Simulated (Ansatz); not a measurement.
# Elastic response of glassy Ca3Al2Si3O12 (160 atoms): runs compared

How stiff is glassy Ca3Al2Si3O12 (160 atoms)?

Computed with Ansatz 0.2.0: Kohn-Sham DFT, PBE, PAW (set soft_2), plane waves.

## 1. The cell as built

The cell holds 160 atoms: 16 Al, 24 Ca, 96 O and 24 Si. Its edges and angles: a = 12.814 Å, b = 12.814 Å, c = 12.814 Å, α = 90.0°, β = 90.0°, γ = 90.0°. 160 atoms (16 Al, 24 Ca, 96 O, 24 Si) placed at random at 2.84 g/cm³, melted at 4500 K for 20 ps at fixed volume with the Morse and Coulomb pair potential with partial charges (Pedone, Malavasi, Menziani, Cormack and Segre, J. Phys. Chem. B 110, 11780 (2006)). Quenched from 4500 K to 300 K at 20 K/ps and fixed volume, held 5 ps.

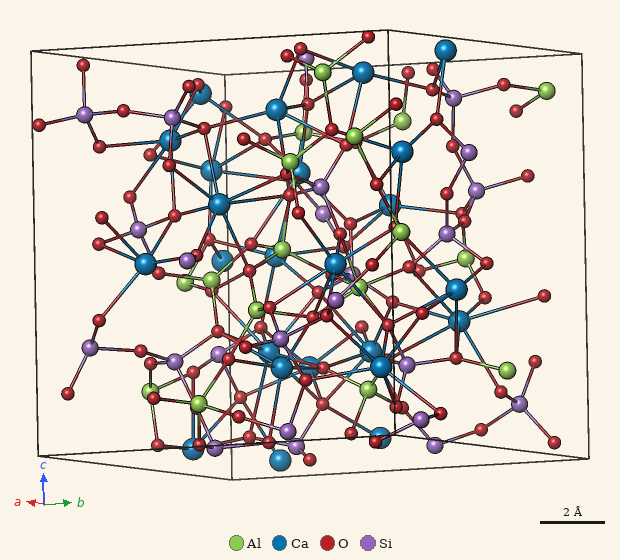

The cell as built. Some periodic images of atoms are drawn too.

Limits known from the start: The quench rate of 20 K/ps is many orders above laboratory rates, so the cell is likely richer in defects and strain than a real sample. The network of bonds at the start is that of the classical potential that made the cell, and needn't be the one that DFT or experiment would give. Sampling is at Γ alone.

## 2. The reference run

The reference is a single point at the end of the relaxation.

Every strained cell starts from the geometry of this run, and its atoms are relaxed with the cell held.

Its input, with most atom lines left out:

```yaml
crystal:
  lattice:
    - [12.93268, 0.12099, -0.0154]
    - [0.12099, 12.86023, -0.07487]
    - [-0.0154, -0.07487, 12.76396]
  atoms:
    - { symbol: Al, position: [0.41468, 0.00515, 0.19792] }
    - { symbol: Al, position: [0.0366, 0.67448, 0.50937] }
    - { symbol: Al, position: [0.34721, 0.5748, 0.15518] }
    - { symbol: Al, position: [0.70849, 0.47269, 0.3481] }
    - { symbol: Al, position: [0.54764, 0.43205, 0.52212] }
    - { symbol: Al, position: [0.97212, 0.87649, 0.73747] }
    - { symbol: Al, position: [0.47885, 0.21668, 0.45444] }
    [... atom lines 8 to 160 left out ...]
kpoints:
  mp_grid: { grid: [1, 1, 1] }
hamiltonian:
  xc: pbe
scf:
  occupations: { method: gaussian, width: 0.05 }
output:
  forces: true
  stress: true
  populations: true
  dos:
    method: { smearing: { sigma: 0.1 } }
    de: 0.1
    projected: { site_lists: { Al: [Al], Ca: [Ca], O: [O], Si: [Si] } }
  eigenvalues: true
  write_density: true
  write_potential: true
  volumetric_format: npy
```

```
free energy per atom   : -763.5094 eV/atom
r.m.s. force component : 0.00726 eV/Å
pressure               : -0.003453 GPa
```

Filled and empty levels are parted by 3.72 eV (at Γ alone); a semilocal functional tends to put such gaps too low. In a disordered cell it changes from sample to sample, and tail or defect levels can set it.

## 3. The runs

Each row is one run, on 4 threads of Arm Neoverse V1, shared host. The free energy is the program's total, comparable only between runs with the same functional, potentials and atoms.

| run | atoms | outcome | ionic steps, all passes | free energy (eV) | time | host memory (GiB) |
| --- | --- | --- | --- | --- | --- | --- |
| Single point at the start | 160 | converged | - | -122147.896 | 43 s | 3.4 |
| Cell and atoms relaxed | 160 | converged | 14 | -122161.501 | 11 min | 3.5 |
| Single point at the relaxed geometry | 160 | converged | - | -122161.501 | 81 s | 3.5 |
| Volume -3 % | 160 | converged | 7 | -122161.064 | 6.8 min | 3.4 |
| Volume +3 % | 160 | converged | 10 | -122161.128 | 10 min | 3.6 |
| Volume -6 % | 160 | converged | 9 | -122159.704 | 8.7 min | 3.4 |
| Volume +6 % | 160 | cut at the time limit | 10 | -122160.196 | 11 min | 3.6 |
| Volume -10 % | 160 | cut at the time limit | 5 | -122156.092 | 4.7 min | 3.2 |

In some runs the program notes that the SCF threshold is loose for the stress.

## 4. Pressure against volume

Atoms are relaxed at each volume, in the scaled cell.

```
volume change (%)  volume (Å³/atom)  energy change (meV/atom)  pressure (GPa)  largest move on relaxing (Å)  bonds  gap (eV)
               -6            12.470                     11.23            4.69                          0.32    315                3.86
               -3            12.868                      2.73            2.23                          0.13    308                3.78
               +0            13.266                      0.00            0.00                             -    307                3.72
               +3            13.664                      2.33           -1.80                          0.21    304                3.69
```

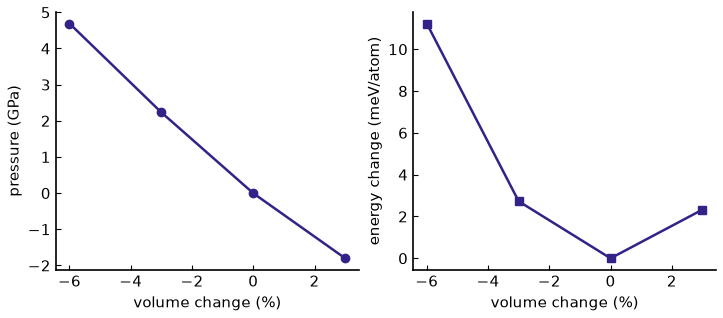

Pressure and energy against volume.

## 5. Findings

The bulk modulus, from the slope of pressure against ln V over the three points nearest the relaxed volume, is 67.2 GPa; a quadratic over all points gives a pressure derivative of about 4.2. The count of bonds runs from 304 to 315 over the series, so at some points contacts cross the cutoffs. The gap goes from 3.86 eV at the smallest volume to 3.69 eV at the largest, -1.9 eV per unit of ln V by a straight line, on the run's k-points.

**Limits.** Strains are finite and relaxations stop at the force tolerance of the input, which can leave moduli too stiff; they are those of a static cell at zero temperature. Volumes are changed with the cell's shape held, so in an anisotropic solid the modulus lies over the one under free hydrostatic load. The program notes that the SCF threshold of the relaxations is loose for the stress.

The DFT runs together took 54 min of wall time.

[Logs are printed without paths, hosts, clocks, repeated set-up lines and the standing remarks that a program may print on its own settings, such as how far it seeks lower states.]

[Hosts, paths, dates, database ids (printed as entryN), source tags and the programs' standing remarks are cut or masked in the printed files.]
